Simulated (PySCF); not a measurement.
SMILES C[Si](C)(C)[SiH2][SiH2][SiH3] (C3H16Si4) at its GFN2-xTB optimised geometry (Å):

```
23

C      1.5811    -0.6746     0.0000
Si    -0.3306    -0.6746     0.0000
C     -0.9039     1.1499     0.0000
C     -0.9157    -1.4657    -1.6394
Si    -1.1903    -1.7446     1.8878
Si    -1.5370    -0.3448     3.7129
Si    -3.1416     1.2938     3.4131
H      1.9697    -0.2060     0.8997
H      1.9759    -1.6857    -0.0366
H      1.9878    -0.1339    -0.8504
H     -0.5328     1.6788     0.8736
H     -1.9878     1.2229     0.0142
H     -0.5532     1.6857    -0.8777
H     -1.9995    -1.4503    -1.7113
H     -0.6004    -2.5027    -1.7097
H     -0.5229    -0.9437    -2.5084
H     -0.3478    -2.8948     2.2591
H     -2.4774    -2.3856     1.5577
H     -1.8467    -1.1110     4.9322
H     -0.2554     0.2999     4.0576
H     -2.5644     2.5774     3.0057
H     -3.9559     1.5791     4.5970
H     -4.0840     0.9170     2.3530
```

Method: PBE0/def2-SVP (PySCF). Cells within 0.4 Å of a nucleus heavier than hydrogen are left out (blank, or x).

Map of the electron localisation function on the plane z = 0.0 Å:

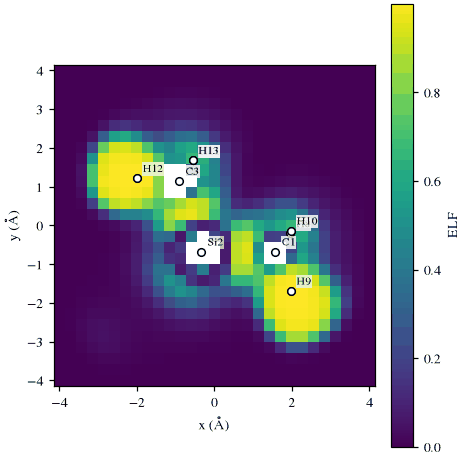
Electron localisation function on the plane z = 0.0 Å.
